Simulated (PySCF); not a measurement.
## Electronic structure of C2H13FSi5 in real space

Input file:

```
{"job": {"kind": "nmr", "xc": "PBE0", "basis": "pcSseg-1"}, "charge": 0, "multiplicity": 1}
F      1.571927    -1.017158    -1.632254
Si     1.200039    -1.657822    -0.178864
C      1.805706    -0.394731     1.108354
Si     2.007740     1.403865     0.484584
Si     0.034659     2.153166    -0.477791
Si    -1.929434     1.070504     0.126533
C     -2.107714    -0.593455    -0.795260
Si    -1.070571    -2.051633    -0.143376
H      2.073283    -2.834820    -0.178738
H      1.120188    -0.396627     1.957332
H      2.766098    -0.718743     1.509159
H      2.416734     2.200573     1.657144
H      3.173371     1.417771    -0.409603
H      0.160955     2.132738    -1.945915
H     -0.118099     3.591284    -0.185567
H     -1.990183     0.779258     1.571507
H     -3.155642     1.839931    -0.150306
H     -1.866773    -0.433422    -1.847653
H     -3.156244    -0.892154    -0.774681
H     -1.513933    -2.335158     1.232478
H     -1.431027    -3.246426    -0.927554
```

Command:

```sh
OMP_NUM_THREADS=1 python probes_run.py task.json out
```

Geometry: GFN2-xTB.

Level of theory: PBE0/pcSseg-1, SCF density, gas phase, non-relativistic (PySCF 2.14.0).

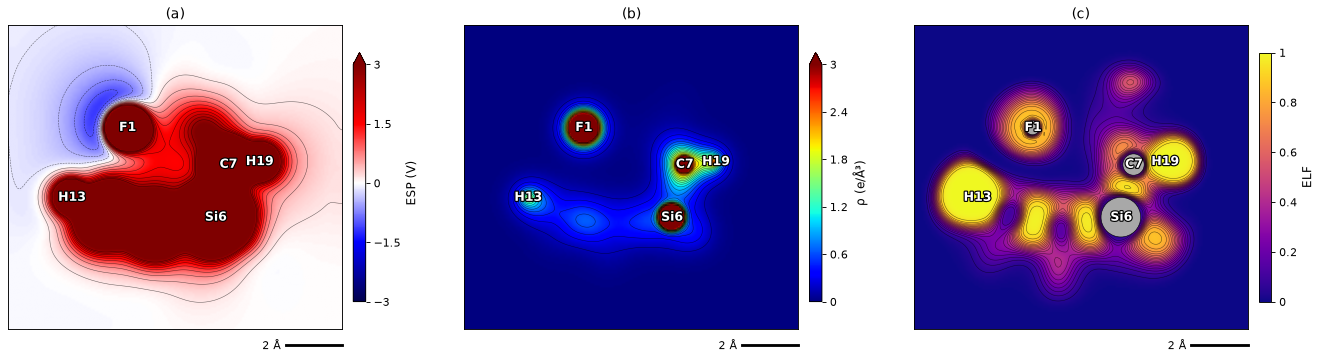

Figure 1. (a) molecular electrostatic potential; (b) electron density; (c) electron localisation function on the plane of atoms Si6, C7 and H19. Grey discs cover the atomic cores in the ELF map.

Question: Interpret the plot.

Answer:
- The plane passes through F, Si, C and H nuclei.
- C–Si (1.91 Å): ρ at the midpoint is about 0.87 e/Å³; the ELF peaks at about 0.95 between the atoms (localised, covalent bonding).
- C–H (1.09 Å): the density is about 1.9 e/Å³ at the midpoint; the ELF climbs to about 1 towards the hydrogen, as it does in any bond to H (a covalent bond by its length).
- The ELF also peaks beside F1, away from the bonds: lone-pair regions.
- Outside the dense part of the molecule the potential is most negative (−1.2 V) near F1.

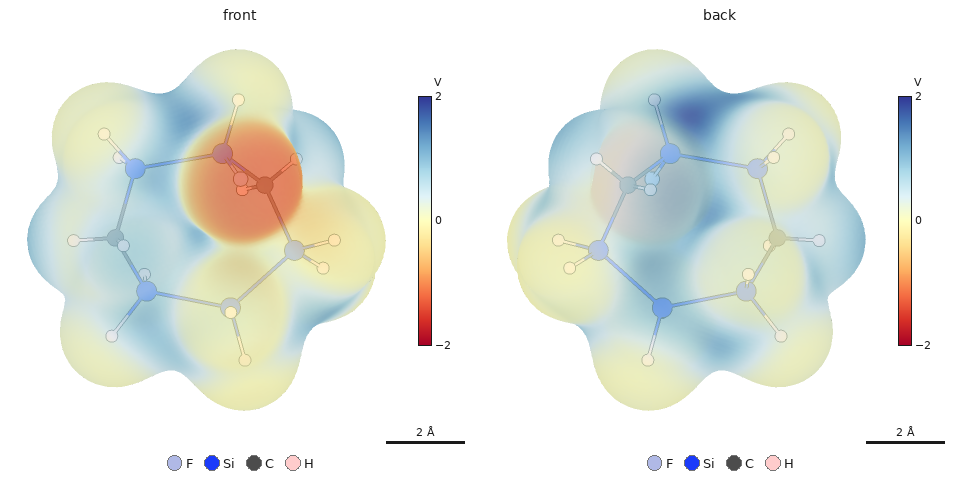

Figure 2. The electrostatic potential painted on the density surface at 0.002 e/bohr³, seen from the front and from behind; the colour scale runs from red (negative) to blue (positive).

Question: Where is the surface potential most negative and most positive?

Answer: The most negative region (about −1.2 V) lies over F1, the most positive (about +1.6 V) over Si2.

Question: What dipole moment does the calculation give?

Answer: Its dipole moment is 1.55 D.
